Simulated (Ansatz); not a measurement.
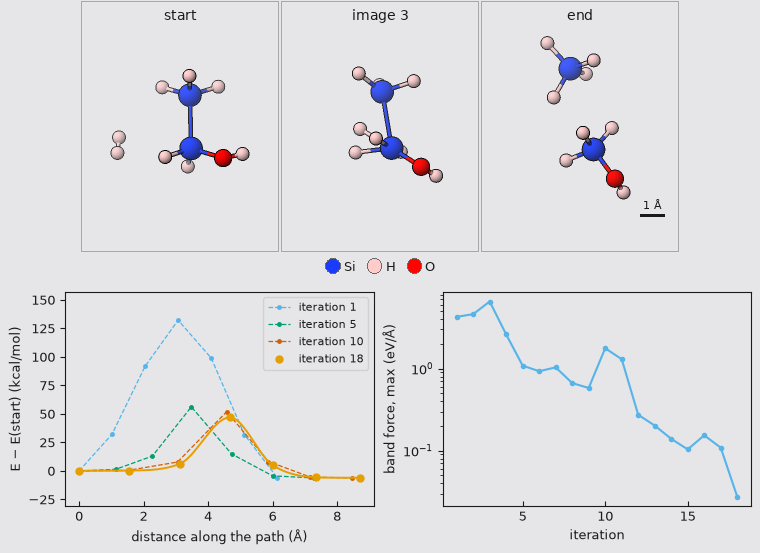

A nudged-elastic-band calculation for Si₂H₈O, made up of Si2H6O and H₂. Images are numbered from 0 (start) to 6 (end). The plot follows the band through its iterations. Style: ball-and-stick. Shown at a tilt.

Level of theory: RKS PBE0-D4/def2-SVP (Ansatz 0.2.0). Set-up: 5 movable images; climbing image.

> Did the band converge, and can the barrier be trusted?

The run is converged, with reservations. The band converged in 18 iterations. The largest component of the band force went from 4.3 to 0.028 eV/Å. The climbing image converged on the top of the path. Its curvatures weren't checked. The largest force component is 0.53 eV/Å at the start and 0.37 eV/Å at the end; an end with forces this large is no minimum, and the barrier measured from it can be far off. The first iteration put the highest image at 132.3 kcal/mol. The highest point, image 3, lies 46.9 kcal/mol above the start and 53.0 kcal/mol above the end; the end is at −6.1 kcal/mol relative to the start.

Limits of the set-up: the start holds two separate molecules, 2.9 Å apart at their closest, whose relative position is a soft coordinate.
